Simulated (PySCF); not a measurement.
Phenol, SMILES c1c(O)cccc1 (C6H6O) at its PBE0/def2-SVP optimised geometry (Å):

```
13

O      1.4404    -1.8685    -0.0001
C      0.7085    -0.7337    -0.0001
C      1.3944     0.4862     0.0000
C      0.6821     1.6808     0.0000
C     -0.7142     1.6808     0.0000
C     -1.3933     0.4642    -0.0001
C     -0.6903    -0.7396    -0.0001
H      0.8482    -2.6279     0.0000
H      2.4861     0.4720     0.0001
H      1.2279     2.6279     0.0001
H     -1.2674     2.6223     0.0000
H     -2.4861     0.4450    -0.0002
H     -1.2294    -1.6927    -0.0003
```

Computed with PBE0/def2-TZVP run with PySCF.

Map of the HOMO−1 amplitude (bohr^(-3/2)) on the plane z = 1.2 Å; orbital energy -7.33 eV, overall sign arbitrary:

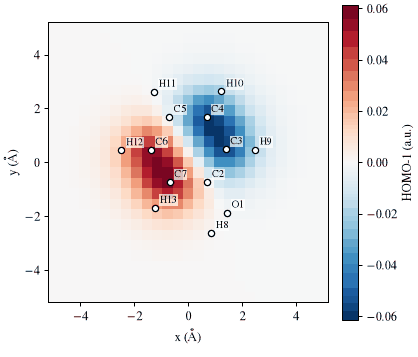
Fig. 1. HOMO−1 amplitude (bohr^(-3/2)) on the plane z = 1.2 Å.
